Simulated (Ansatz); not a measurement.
Redistribution: C5H11Cl + C2H4Cl2 → C4H8Cl2 + C3H7Cl

Species: C5H11Cl (1-chloropentane) `CCCCCCl`, singlet; C2H4Cl2 (1,1-dichloroethane) `CC(Cl)Cl`, singlet; C4H8Cl2 (1,4-dichlorobutane) `ClCCCCCl`, singlet; C3H7Cl `CC(C)Cl`, singlet. The partners trade CH3 for Cl; both sit on C, so the bond types are kept.

Shapes, held fixed at every level: PBE0-D4/def2-TZVP. Flexible molecules stand in one conformer, not always the lowest. Programs: Ansatz 0.2.0. Electronic energies: no zero-point or thermal term.

```json
{"level": "HF/def2-SVP", "kind": "Hartree–Fock", "ΔE (kJ/mol)": "-27.1", "less CCSD(T)/CBS estimate": "-6.1"}
{"level": "HF/def2-TZVPP", "kind": "Hartree–Fock", "ΔE (kJ/mol)": "-25.4", "less CCSD(T)/CBS estimate": "-4.4"}
{"level": "SPW92/def2-TZVPP", "kind": "LDA", "ΔE (kJ/mol)": "-18.4", "less CCSD(T)/CBS estimate": "+2.6"}
{"level": "B2PLYP/def2-TZVPP", "kind": "double hybrid", "ΔE (kJ/mol)": "-20.2", "less CCSD(T)/CBS estimate": "+0.8"}
{"level": "CCSD(T)/def2-SVP", "kind": "coupled cluster or CI", "ΔE (kJ/mol)": "-20.3", "less CCSD(T)/CBS estimate": "+0.7"}
{"level": "CCSD/def2-SVP", "kind": "coupled cluster or CI", "ΔE (kJ/mol)": "-20.8", "less CCSD(T)/CBS estimate": "+0.2"}
{"level": "CCSD(T)/def2-TZVPP", "kind": "coupled cluster or CI", "ΔE (kJ/mol)": "-21.2", "less CCSD(T)/CBS estimate": "-0.2"}
{"level": "CCSD(T)/CBS estimate", "kind": "coupled cluster or CI", "ΔE (kJ/mol)": "-21.0", "less CCSD(T)/CBS estimate": "0.0"}
```

The highest level, CCSD(T)/CBS estimate, gives ΔE = -21.0 kJ/mol; the levels span -27.1 to -18.4. The column of differences is taken from that level and isn't an error. No measured value is set beside it here. The CBS estimate extrapolates MP2 from def2-TZVPP and def2-QZVPP and adds CCSD(T) − MP2 in the triple-zeta set, cores frozen.

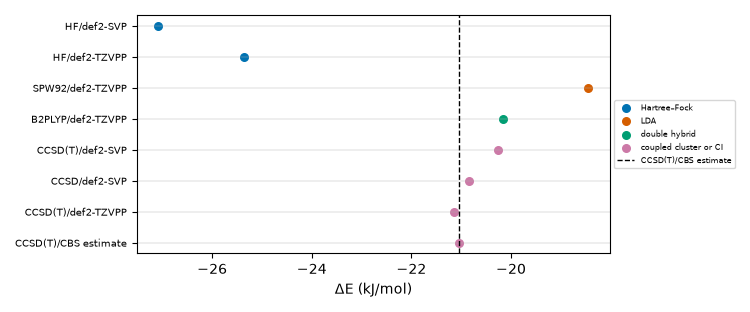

The values of the table, level by level.
